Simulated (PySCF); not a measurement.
# CH₄O₃Si: NMR shifts at several levels of theory

Aim: compute the NMR shifts of CH₄O₃Si (`O=C[SiH](O)O`) at several levels, and see how far they spread and what each costs.

The runs use PySCF 2.14.0, with density-fitted response routines of our own; the level of theory stands in each step. All values are computed, except where a source is named. Atoms count from 0, in the outputs and in this text.

## 1. Starting geometry

9 atoms, charge 0, multiplicity 1; geometry from: GFN2-xTB. The atoms were then displaced at random by about 0.01 Å, so the start is not that level's minimum.

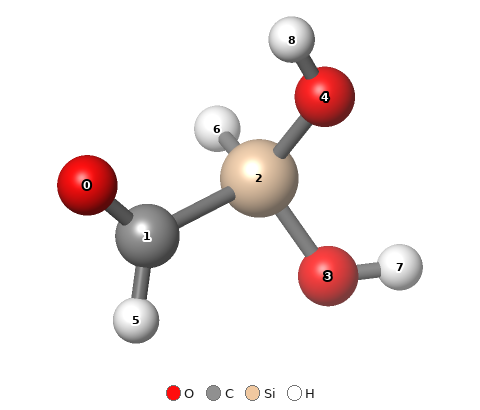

As it starts; oxygen red, carbon grey, silicon light orange, hydrogen white, atoms numbered.

## 2. Relaxing the molecule at PBE0-D3(BJ)/def2-SVP

Job settings and geometry (Å):

```
{"job": {"xc": "PBE0", "basis": "def2-SVP", "d3": "d3bj", "grid": 1, "shake": 0.01, "kind": "geom"}, "charge": 0, "multiplicity": 1}
O      2.321710     0.554500    -0.106070
C      1.413650    -0.187480    -0.424440
Si    -0.337430    -0.161260     0.376470
O     -1.197300    -1.000910    -0.647890
O     -0.918570     1.342600     0.459990
H      1.613350    -0.935490    -1.210800
H     -0.261420    -0.762900     1.714150
H     -2.166620    -0.931810    -0.638360
H     -0.409570     2.065600     0.870470
```

The run is started by

```bash
$ OMP_NUM_THREADS=1 python probes_run.py task.json out
```

One launch serves the whole session: the jobs run in the order shown.

The log of the run:

```text
step   0  E = -555.02960464  max force = 0.045401
step   1  E = -555.03610807  max force = 0.006855
step   2  E = -555.03629141  max force = 0.004208
step   3  E = -555.03637943  max force = 0.003245
step   4  E = -555.03645972  max force = 0.001640
step   5  E = -555.03663305  max force = 0.002641
step   6  E = -555.03689019  max force = 0.007914
step   7  E = -555.03728852  max force = 0.010623
step   8  E = -555.03354943  max force = 0.021639
step   9  E = -555.03811117  max force = 0.013296
step  10  E = -555.03912096  max force = 0.008589
step  11  E = -555.03980309  max force = 0.004756
step  12  E = -555.04009490  max force = 0.004294
step  13  E = -555.04021480  max force = 0.001740
step  14  E = -555.04024591  max force = 0.000732
step  15  E = -555.04026127  max force = 0.001531
step  16  E = -555.04026572  max force = 0.001382
step  17  E = -555.04028528  max force = 0.000939
step  18  E = -555.04032211  max force = 0.001006
step  19  E = -555.04034702  max force = 0.001505
step  20  E = -555.04033795  max force = 0.001023
step  21  E = -555.04033670  max force = 0.000542
step  22  E = -555.04034474  max force = 0.000400
step  23  E = -555.04035290  max force = 0.000648
step  24  E = -555.04036197  max force = 0.000468
step  25  E = -555.04037053  max force = 0.000194
optimisation converged
```

Wall time 76 s (1 thread of Arm Neoverse V1, shared host); peak memory 0.39 GiB.

The steps of the relaxation: (the energy doesn't fall at every step)

| step | energy from step 0 (eV) | largest force component (eV/Å) |
| --- | --- | --- |
| 0 | 0.0000 | 2.3346 |
| 1 | -0.1770 | 0.3525 |
| 2 | -0.1820 | 0.2164 |
| 3 | -0.1844 | 0.1669 |
| 4 | -0.1865 | 0.0843 |
| 5 | -0.1913 | 0.1358 |
| 6 | -0.1982 | 0.4070 |
| 7 | -0.2091 | 0.5463 |
| 8 | -0.1073 | 1.1127 |
| 9 | -0.2315 | 0.6837 |
| 10 | -0.2590 | 0.4417 |
| 11 | -0.2775 | 0.2446 |
| 12 | -0.2855 | 0.2208 |
| 13 | -0.2887 | 0.0895 |
| 14 | -0.2896 | 0.0376 |
| 15 | -0.2900 | 0.0787 |
| 16 | -0.2901 | 0.0711 |
| 17 | -0.2906 | 0.0483 |
| 18 | -0.2916 | 0.0517 |
| 19 | -0.2923 | 0.0774 |
| 20 | -0.2921 | 0.0526 |
| 21 | -0.2920 | 0.0279 |
| 22 | -0.2923 | 0.0206 |
| 23 | -0.2925 | 0.0333 |
| 24 | -0.2927 | 0.0241 |
| 25 | -0.2930 | 0.0100 |

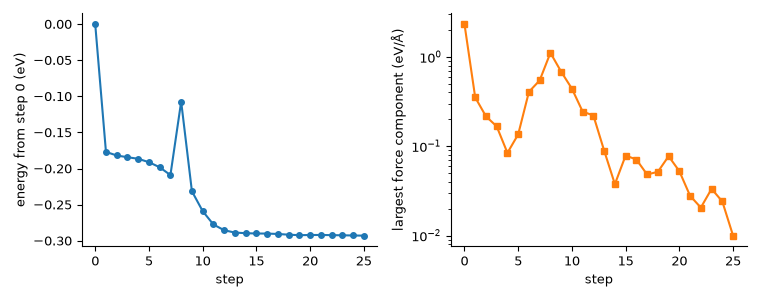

Energy and force, step by step.

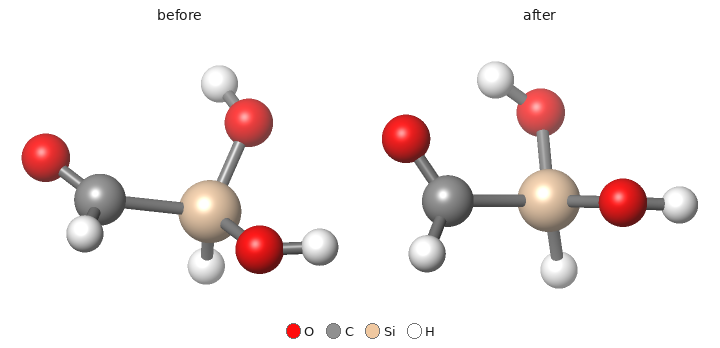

Before and after, at one scale.

Distances of close pairs at the start and the end, largest changes first:

```csv
bond,before (Å),after (Å),change (Å)
Si2–O3,1.579,1.656,+0.077
Si2–O4,1.614,1.650,+0.036
C1–H5,1.104,1.123,+0.019
Si2–H6,1.469,1.487,+0.018
O3–H7,0.972,0.962,-0.010
O4–H8,0.975,0.970,-0.005
O0–C1,1.215,1.212,-0.003
C1–Si2,1.926,1.923,-0.002
```

The end geometry stands in the next job.

```csv
at the end point,value
point group (found at 0.08 Å tolerance),C1
"rotational constants (GHz, main isotopes)","6.162, 3.236, 2.460"
dipole moment (D),2.07
```

## 3. NMR shieldings: PBE0/6-31G*

Job settings and geometry (Å):

```
{"job": {"kind": "nmr", "xc": "PBE0", "basis": "6-31G*", "pop": true}, "charge": 0, "multiplicity": 1}
O      1.928727     0.537135    -0.739155
C      1.228022    -0.435894    -0.562599
Si    -0.366750    -0.152418     0.474489
O     -1.602103    -0.401289    -0.600365
O     -0.172853     1.408710     0.972379
H      1.518885    -1.418997    -1.019808
H     -0.525358    -1.032736     1.662463
H     -2.505824    -0.342492    -0.276827
H      0.556265     1.821748     0.483703
```

Method: GIAO PBE0/6-31G* NMR shielding, non-relativistic, gas phase.

The log of the run:

```text
coarse grid: 8448 points
cycle   1  E = -555.1033804565  dE =  6.984e-01  |g| = 1.125e+00  |ddm| = 2.857e+00
cycle   2  E = -554.5094455305  dE =  5.939e-01  |g| = 2.054e+00  |ddm| = 2.261e+00
cycle   3  E = -555.3356545129  dE = -8.262e-01  |g| = 2.591e-01  |ddm| = 1.611e+00
cycle   4  E = -555.3472589998  dE = -1.160e-02  |g| = 1.128e-01  |ddm| = 2.368e-01
cycle   5  E = -555.3495854979  dE = -2.326e-03  |g| = 1.550e-02  |ddm| = 8.212e-02
cycle   6  E = -555.3496444381  dE = -5.894e-05  |g| = 3.939e-03  |ddm| = 1.707e-02
cycle   7  E = -555.3496478715  dE = -3.433e-06  |g| = 1.123e-03  |ddm| = 4.536e-03
final grid: 78248 points
cycle   8  E = -555.2965813192  dE = -5.399e-07  |g| = 9.664e-03  |ddm| = 1.245e-02
cycle   9  E = -555.2965288764  dE =  5.244e-05  |g| = 1.899e-02  |ddm| = 1.731e-02
cycle  10  E = -555.2965993149  dE = -7.044e-05  |g| = 1.517e-03  |ddm| = 1.197e-02
cycle  11  E = -555.2965997755  dE = -4.606e-07  |g| = 1.750e-04  |ddm| = 1.213e-03
cycle  12  E = -555.2965997810  dE = -5.553e-09  |g| = 5.837e-05  |ddm| = 1.798e-04
cycle  13  E = -555.2965997819  dE = -8.736e-10  |g| = 1.338e-05  |ddm| = 6.699e-05
converged SCF energy = -555.2965997819

GIAO shielding tensors (ppm)
atom      isotropic    diamagn.    paramagn.     s11        s22        s33       span
  0 O     -470.461     394.746    -865.207  -1371.900   -474.695    435.211   1807.112
  1 C      -33.618     253.947    -287.565   -154.510    -58.403    112.060    266.570
  2 Si     452.489     881.135    -428.646    404.013    449.046    504.408    100.396
  3 O      275.130     390.331    -115.201    223.196    297.824    304.371     81.174
  4 O      287.961     392.783    -104.823    231.282    294.972    337.628    106.346
  5 H       20.323      27.100      -6.778     15.078     21.739     24.152      9.074
  6 H       26.954      29.286      -2.331     22.602     25.831     32.430      9.828
  7 H       29.800      27.683       2.117     23.428     25.159     40.814     17.385
  8 H       28.501      29.550      -1.049     19.607     24.338     41.558     21.951
```

Wall time 5.5 s (1 thread of Arm Neoverse V1, shared host); peak memory 0.44 GiB.

The references, computed at this level on geometries of the same kind, shield at (ppm): 1H TMS 31.96, 13C TMS 194.1, 29Si TMS 418.1, 17O H2O 324.2. Their shielding less the atom's gives the shift. The references are single molecules in the gas phase, so shifts against H2O, NH3, PH3, H3PO4 or CFCl3 are not on the usual liquid scales and can be off by tens of ppm. Atoms listed in one row are averaged.

```csv
atoms,environment,σ (ppm),δ (ppm)
C1,carbonyl carbon,-33.6,227.8
H5,hydrogen on a carbonyl carbon,20.32,11.64
H6,"hydrogen on a silicon bonded to C, 2 O",26.95,5.01
"H7, H8",hydrogen on an oxygen bonded to Si,29.15,2.81
O0,carbonyl oxygen,-470.5,794.6
"O3, O4","oxygen bonded to Si, H",281.5,42.6
Si2,"silicon bonded to C, 2 O, H",452.5,-34.4
```

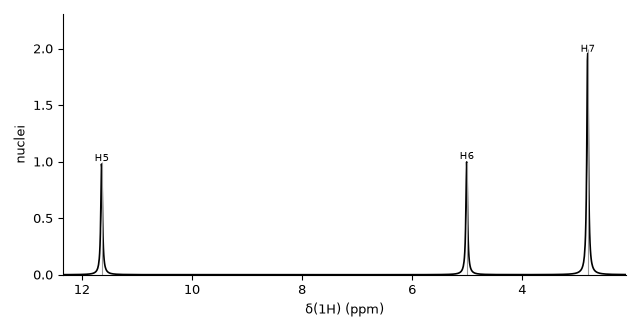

1H lines at the computed shifts, without couplings. Lines are broadened to a width of 0.04 ppm (Lorentzian).

Charges from the same density, by scheme (e):

```
 atoms  Mulliken    IAO  Hirshfeld  ESP fit
    O0     -0.36  -0.36      -0.19    -0.35
    C1      0.02  -0.02       0.06     0.23
   Si2      0.85   1.25       0.43     0.68
O3, O4     -0.73  -0.78      -0.31    -0.66
```

ESP fit charges:

| atom | value (e) |
| --- | --- |
| O0 | -0.35 |
| C1 | 0.23 |
| Si2 | 0.68 |
| O3 | -0.70 |
| O4 | -0.62 |
| H5 | 0.03 |
| H6 | -0.13 |
| H7 | 0.47 |
| H8 | 0.39 |

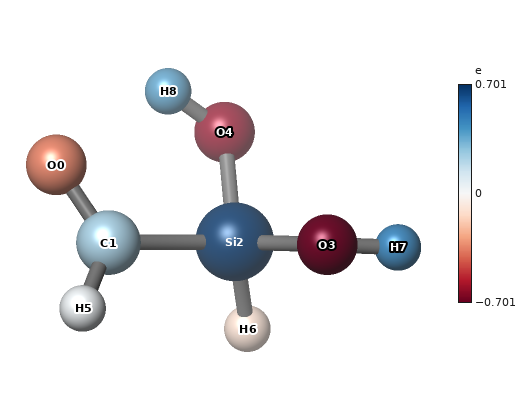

ESP fit charges, as colours on the atoms.

Mayer bond orders: O0–C1 1.90, C1–Si2 0.84, Si2–O3 1.08, Si2–O4 1.11.

## 4. Shielding tensors: PBE0/6-311+G(2d,p)

Settings changed since step 3:

```diff
@@ -1,2 +1,2 @@
-{"job": {"kind": "nmr", "xc": "PBE0", "basis": "6-31G*", "pop": true}, "charge": 0, "multiplicity": 1}
+{"job": {"kind": "nmr", "xc": "PBE0", "basis": "6-311+G(2d,p)", "pop": true}, "charge": 0, "multiplicity": 1}
 O      1.928727     0.537135    -0.739155
```

Method: GIAO PBE0/6-311+G(2d,p) NMR shielding, non-relativistic, gas phase.

The log of the run:

```text
coarse grid: 8448 points
cycle   1  E = -555.1769039594  dE =  6.804e-01  |g| = 1.168e+00  |ddm| = 2.462e+00
cycle   2  E = -554.5036485905  dE =  6.733e-01  |g| = 2.202e+00  |ddm| = 1.946e+00
cycle   3  E = -555.4101244469  dE = -9.065e-01  |g| = 2.676e-01  |ddm| = 1.411e+00
cycle   4  E = -555.4209801746  dE = -1.086e-02  |g| = 1.333e-01  |ddm| = 2.044e-01
cycle   5  E = -555.4240315604  dE = -3.051e-03  |g| = 1.720e-02  |ddm| = 7.923e-02
cycle   6  E = -555.4240960614  dE = -6.450e-05  |g| = 4.278e-03  |ddm| = 1.634e-02
cycle   7  E = -555.4240998441  dE = -3.783e-06  |g| = 1.134e-03  |ddm| = 4.226e-03
final grid: 78248 points
cycle   8  E = -555.4384853452  dE = -2.845e-05  |g| = 1.169e-02  |ddm| = 2.752e-02
cycle   9  E = -555.4384182729  dE =  6.707e-05  |g| = 2.222e-02  |ddm| = 1.622e-02
cycle  10  E = -555.4385071159  dE = -8.884e-05  |g| = 2.229e-03  |ddm| = 1.166e-02
cycle  11  E = -555.4385079754  dE = -8.595e-07  |g| = 5.835e-04  |ddm| = 1.505e-03
cycle  12  E = -555.4385080314  dE = -5.593e-08  |g| = 1.074e-04  |ddm| = 3.326e-04
cycle  13  E = -555.4385080338  dE = -2.452e-09  |g| = 1.899e-05  |ddm| = 9.343e-05
cycle  14  E = -555.4385080339  dE = -6.276e-11  |g| = 9.427e-06  |ddm| = 1.620e-05
converged SCF energy = -555.4385080339

GIAO shielding tensors (ppm)
atom      isotropic    diamagn.    paramagn.     s11        s22        s33       span
  0 O     -518.384     388.676    -907.060  -1459.008   -523.807    427.663   1886.672
  1 C      -56.969     253.712    -310.681   -184.686    -88.450    102.229    286.916
  2 Si     397.007     875.650    -478.643    340.040    403.262    447.719    107.679
  3 O      267.840     386.972    -119.131    209.215    295.404    298.901     89.686
  4 O      277.833     389.203    -111.371    213.899    285.250    334.349    120.450
  5 H       19.579      28.802      -9.224     14.067     21.167     23.502      9.435
  6 H       26.278      27.803      -1.525     22.306     25.270     31.257      8.951
  7 H       29.795      30.200      -0.405     23.421     25.182     40.783     17.362
  8 H       27.897      30.977      -3.080     19.086     23.710     40.896     21.810
```

Run time: 20 s. Hardware: 1 thread of Arm Neoverse V1, shared host; peak memory 0.83 GiB.

In short: δ C1 243.4, O0 845.0, O3 53.7, Si2 -52.6, H5 11.93, H6 5.23 ppm (means over like atoms).

## 5. NMR shieldings: PBE0/def2-SVP

Settings changed since step 4:

```diff
@@ -1,2 +1,2 @@
-{"job": {"kind": "nmr", "xc": "PBE0", "basis": "6-311+G(2d,p)", "pop": true}, "charge": 0, "multiplicity": 1}
+{"job": {"kind": "nmr", "xc": "PBE0", "basis": "def2-SVP", "pop": true}, "charge": 0, "multiplicity": 1}
 O      1.928727     0.537135    -0.739155
```

Level: GIAO PBE0/def2-SVP NMR shielding, non-relativistic, gas phase.

The log of the run:

```text
coarse grid: 8448 points
cycle   1  E = -554.7013950480  dE =  6.627e-01  |g| = 1.127e+00  |ddm| = 3.087e+00
cycle   2  E = -554.0976298734  dE =  6.038e-01  |g| = 2.067e+00  |ddm| = 2.402e+00
cycle   3  E = -554.9329473558  dE = -8.353e-01  |g| = 2.636e-01  |ddm| = 1.710e+00
cycle   4  E = -554.9449415242  dE = -1.199e-02  |g| = 1.129e-01  |ddm| = 2.508e-01
cycle   5  E = -554.9472762900  dE = -2.335e-03  |g| = 1.505e-02  |ddm| = 8.611e-02
cycle   6  E = -554.9473311156  dE = -5.483e-05  |g| = 3.908e-03  |ddm| = 1.770e-02
cycle   7  E = -554.9473344198  dE = -3.304e-06  |g| = 1.132e-03  |ddm| = 4.554e-03
final grid: 78248 points
cycle   8  E = -555.0348307686  dE = -2.325e-06  |g| = 1.079e-02  |ddm| = 1.631e-02
cycle   9  E = -555.0347677861  dE =  6.298e-05  |g| = 2.091e-02  |ddm| = 2.030e-02
cycle  10  E = -555.0348525920  dE = -8.481e-05  |g| = 1.845e-03  |ddm| = 1.385e-02
cycle  11  E = -555.0348532483  dE = -6.562e-07  |g| = 1.383e-04  |ddm| = 1.402e-03
cycle  12  E = -555.0348532519  dE = -3.607e-09  |g| = 6.083e-05  |ddm| = 1.994e-04
cycle  13  E = -555.0348532528  dE = -9.006e-10  |g| = 1.580e-05  |ddm| = 7.020e-05
converged SCF energy = -555.0348532528

GIAO shielding tensors (ppm)
atom      isotropic    diamagn.    paramagn.     s11        s22        s33       span
  0 O     -500.596     394.088    -894.684  -1449.233   -491.955    439.398   1888.631
  1 C      -42.135     256.517    -298.653   -171.140    -67.660    112.395    283.535
  2 Si     461.489     882.765    -421.276    414.267    464.754    505.446     91.179
  3 O      283.403     384.494    -101.090    228.217    306.844    315.149     86.933
  4 O      296.408     387.926     -91.518    237.897    300.622    350.706    112.809
  5 H       20.132      28.686      -8.554     14.744     21.523     24.129      9.385
  6 H       26.595      29.703      -3.107     22.322     25.564     31.900      9.578
  7 H       29.288      29.894      -0.607     22.656     24.500     40.707     18.051
  8 H       27.725      32.314      -4.589     18.068     23.627     41.481     23.413
```

It took 5.7 s on 1 thread of Arm Neoverse V1, shared host; peak memory 0.48 GiB.

This run: δ C1 235.9, O0 843.6, O3 53.1, Si2 -54.3, H5 11.21, H6 4.75 ppm (means over like atoms).

## 6. NMR shieldings: PBE0/def2-TZVP

Settings changed since step 5:

```diff
@@ -1,2 +1,2 @@
-{"job": {"kind": "nmr", "xc": "PBE0", "basis": "def2-SVP", "pop": true}, "charge": 0, "multiplicity": 1}
+{"job": {"kind": "nmr", "xc": "PBE0", "basis": "def2-TZVP", "pop": true}, "charge": 0, "multiplicity": 1}
 O      1.928727     0.537135    -0.739155
```

Level: GIAO PBE0/def2-TZVP NMR shielding, non-relativistic, gas phase.

The log of the run:

```text
coarse grid: 8448 points
cycle   1  E = -555.2220511598  dE =  6.733e-01  |g| = 1.173e+00  |ddm| = 2.373e+00
cycle   2  E = -554.5648473837  dE =  6.572e-01  |g| = 2.193e+00  |ddm| = 1.909e+00
cycle   3  E = -555.4554257490  dE = -8.906e-01  |g| = 2.727e-01  |ddm| = 1.439e+00
cycle   4  E = -555.4669920261  dE = -1.157e-02  |g| = 1.307e-01  |ddm| = 1.998e-01
cycle   5  E = -555.4698805890  dE = -2.889e-03  |g| = 1.804e-02  |ddm| = 7.367e-02
cycle   6  E = -555.4699534157  dE = -7.283e-05  |g| = 4.391e-03  |ddm| = 1.552e-02
cycle   7  E = -555.4699573073  dE = -3.892e-06  |g| = 1.201e-03  |ddm| = 4.559e-03
final grid: 78248 points
cycle   8  E = -555.4675794788  dE = -2.184e-05  |g| = 1.090e-02  |ddm| = 2.297e-02
cycle   9  E = -555.4675188649  dE =  6.061e-05  |g| = 2.114e-02  |ddm| = 1.396e-02
cycle  10  E = -555.4675992958  dE = -8.043e-05  |g| = 1.969e-03  |ddm| = 1.020e-02
cycle  11  E = -555.4675999839  dE = -6.882e-07  |g| = 3.930e-04  |ddm| = 1.300e-03
cycle  12  E = -555.4676000077  dE = -2.374e-08  |g| = 1.023e-04  |ddm| = 2.238e-04
cycle  13  E = -555.4676000099  dE = -2.218e-09  |g| = 1.949e-05  |ddm| = 8.598e-05
cycle  14  E = -555.4676000100  dE = -6.321e-11  |g| = 9.284e-06  |ddm| = 1.465e-05
converged SCF energy = -555.4676000100

GIAO shielding tensors (ppm)
atom      isotropic    diamagn.    paramagn.     s11        s22        s33       span
  0 O     -530.740     395.079    -925.819  -1484.818   -538.507    431.105   1915.923
  1 C      -58.701     248.804    -307.505   -188.344    -89.592    101.833    290.177
  2 Si     388.137     876.591    -488.455    329.440    394.005    440.965    111.526
  3 O      268.074     382.990    -114.916    208.587    295.379    300.256     91.670
  4 O      277.545     387.220    -109.674    210.795    288.611    333.229    122.434
  5 H       19.576      27.767      -8.191     13.933     21.224     23.573      9.640
  6 H       26.336      29.274      -2.939     22.451     25.402     31.154      8.703
  7 H       29.684      28.528       1.156     23.276     25.002     40.773     17.497
  8 H       27.768      30.350      -2.582     18.902     23.461     40.940     22.038
```

It took 21 s on 1 thread of Arm Neoverse V1, shared host; peak memory 0.89 GiB.

In short: δ C1 245.4, O0 863.3, O3 59.8, Si2 -56.6, H5 11.90, H6 5.15 ppm (means over like atoms).

## 7. NMR shieldings: PBE0/cc-pVDZ

Settings changed since step 6:

```diff
@@ -1,2 +1,2 @@
-{"job": {"kind": "nmr", "xc": "PBE0", "basis": "def2-TZVP", "pop": true}, "charge": 0, "multiplicity": 1}
+{"job": {"kind": "nmr", "xc": "PBE0", "basis": "cc-pVDZ", "pop": true}, "charge": 0, "multiplicity": 1}
 O      1.928727     0.537135    -0.739155
```

With the program's defaults for keys left out, this is: GIAO PBE0/cc-pVDZ NMR shielding, non-relativistic, gas phase.

The log of the run:

```text
coarse grid: 8448 points
cycle   1  E = -555.0811534486  dE =  7.319e-01  |g| = 1.138e+00  |ddm| = 5.608e+00
cycle   2  E = -554.4596866527  dE =  6.215e-01  |g| = 2.094e+00  |ddm| = 3.726e+00
cycle   3  E = -555.3155943763  dE = -8.559e-01  |g| = 2.684e-01  |ddm| = 2.484e+00
cycle   4  E = -555.3280182227  dE = -1.242e-02  |g| = 1.154e-01  |ddm| = 4.181e-01
cycle   5  E = -555.3304414803  dE = -2.423e-03  |g| = 1.605e-02  |ddm| = 1.461e-01
cycle   6  E = -555.3305044664  dE = -6.299e-05  |g| = 4.045e-03  |ddm| = 3.679e-02
cycle   7  E = -555.3305080754  dE = -3.609e-06  |g| = 1.125e-03  |ddm| = 7.216e-03
final grid: 78248 points
cycle   8  E = -555.3350393395  dE = -3.211e-06  |g| = 9.700e-03  |ddm| = 3.138e-02
cycle   9  E = -555.3349859707  dE =  5.337e-05  |g| = 1.913e-02  |ddm| = 3.177e-02
cycle  10  E = -555.3350573847  dE = -7.141e-05  |g| = 1.560e-03  |ddm| = 2.097e-02
cycle  11  E = -555.3350578683  dE = -4.836e-07  |g| = 1.884e-04  |ddm| = 2.059e-03
cycle  12  E = -555.3350578743  dE = -6.068e-09  |g| = 7.083e-05  |ddm| = 3.864e-04
cycle  13  E = -555.3350578756  dE = -1.234e-09  |g| = 1.330e-05  |ddm| = 1.339e-04
cycle  14  E = -555.3350578756  dE = -3.001e-11  |g| = 7.992e-06  |ddm| = 2.622e-05
converged SCF energy = -555.3350578756

GIAO shielding tensors (ppm)
atom      isotropic    diamagn.    paramagn.     s11        s22        s33       span
  0 O     -496.561     398.059    -894.620  -1430.747   -489.908    430.972   1861.718
  1 C      -38.211     252.685    -290.896   -163.127    -65.703    114.197    277.324
  2 Si     466.356     885.061    -418.705    418.445    467.208    513.415     94.971
  3 O      285.681     381.620     -95.940    233.547    304.929    318.565     85.018
  4 O      298.104     386.332     -88.228    241.739    298.075    354.499    112.760
  5 H       19.742      28.372      -8.630     14.159     21.277     23.789      9.630
  6 H       26.645      30.216      -3.571     22.411     25.472     32.053      9.642
  7 H       29.572      30.363      -0.791     23.039     24.705     40.972     17.933
  8 H       27.934      32.512      -4.578     18.416     23.777     41.610     23.194
```

It took 6.5 s on 1 thread of Arm Neoverse V1, shared host; peak memory 0.49 GiB.

This run: δ C1 235.0, O0 839.9, O3 51.4, Si2 -47.7, H5 11.55, H6 4.64 ppm (means over like atoms).

## 8. Nuclear shieldings: PBE0/cc-pVTZ

Settings changed since step 7:

```diff
@@ -1,2 +1,2 @@
-{"job": {"kind": "nmr", "xc": "PBE0", "basis": "cc-pVDZ", "pop": true}, "charge": 0, "multiplicity": 1}
+{"job": {"kind": "nmr", "xc": "PBE0", "basis": "cc-pVTZ", "pop": true}, "charge": 0, "multiplicity": 1}
 O      1.928727     0.537135    -0.739155
```

With the program's defaults for keys left out, this is: GIAO PBE0/cc-pVTZ NMR shielding, non-relativistic, gas phase.

The log of the run:

```text
coarse grid: 8448 points
cycle   1  E = -555.2167514678  dE =  6.793e-01  |g| = 1.176e+00  |ddm| = 5.724e+00
cycle   2  E = -554.5725702513  dE =  6.442e-01  |g| = 2.185e+00  |ddm| = 3.412e+00
cycle   3  E = -555.4498605911  dE = -8.773e-01  |g| = 2.766e-01  |ddm| = 2.308e+00
cycle   4  E = -555.4619682943  dE = -1.211e-02  |g| = 1.262e-01  |ddm| = 4.026e-01
cycle   5  E = -555.4646206977  dE = -2.652e-03  |g| = 1.845e-02  |ddm| = 1.382e-01
cycle   6  E = -555.4646962749  dE = -7.558e-05  |g| = 4.403e-03  |ddm| = 3.165e-02
cycle   7  E = -555.4647001736  dE = -3.899e-06  |g| = 1.205e-03  |ddm| = 7.366e-03
final grid: 78248 points
cycle   8  E = -555.4547656018  dE = -2.930e-05  |g| = 1.143e-02  |ddm| = 5.709e-02
cycle   9  E = -555.4547001650  dE =  6.544e-05  |g| = 2.209e-02  |ddm| = 3.283e-02
cycle  10  E = -555.4547872063  dE = -8.704e-05  |g| = 2.062e-03  |ddm| = 2.226e-02
cycle  11  E = -555.4547879574  dE = -7.511e-07  |g| = 3.923e-04  |ddm| = 2.476e-03
cycle  12  E = -555.4547879810  dE = -2.355e-08  |g| = 1.045e-04  |ddm| = 4.992e-04
cycle  13  E = -555.4547879833  dE = -2.367e-09  |g| = 2.059e-05  |ddm| = 1.876e-04
cycle  14  E = -555.4547879834  dE = -7.594e-11  |g| = 9.010e-06  |ddm| = 3.297e-05
converged SCF energy = -555.4547879834

GIAO shielding tensors (ppm)
atom      isotropic    diamagn.    paramagn.     s11        s22        s33       span
  0 O     -529.469     401.362    -930.831  -1483.455   -532.514    427.560   1911.015
  1 C      -56.297     245.958    -302.255   -184.002    -86.626    101.738    285.740
  2 Si     407.622     886.646    -479.024    347.729    416.404    458.732    111.003
  3 O      273.385     376.317    -102.933    215.717    301.121    303.317     87.600
  4 O      282.613     383.364    -100.750    219.442    287.847    340.551    121.109
  5 H       19.409      28.140      -8.731     13.787     20.988     23.452      9.665
  6 H       26.288      29.505      -3.217     22.192     25.362     31.311      9.118
  7 H       29.292      29.747      -0.455     22.585     24.412     40.879     18.294
  8 H       27.313      31.896      -4.583     18.065     22.759     41.113     23.048
```

Wall time 27 s (1 thread of Arm Neoverse V1, shared host); peak memory 0.93 GiB.

In short: δ C1 243.6, O0 864.3, O3 56.8, Si2 -47.6, H5 11.88, H6 5.00 ppm (means over like atoms).

[end of part 1 of 2]
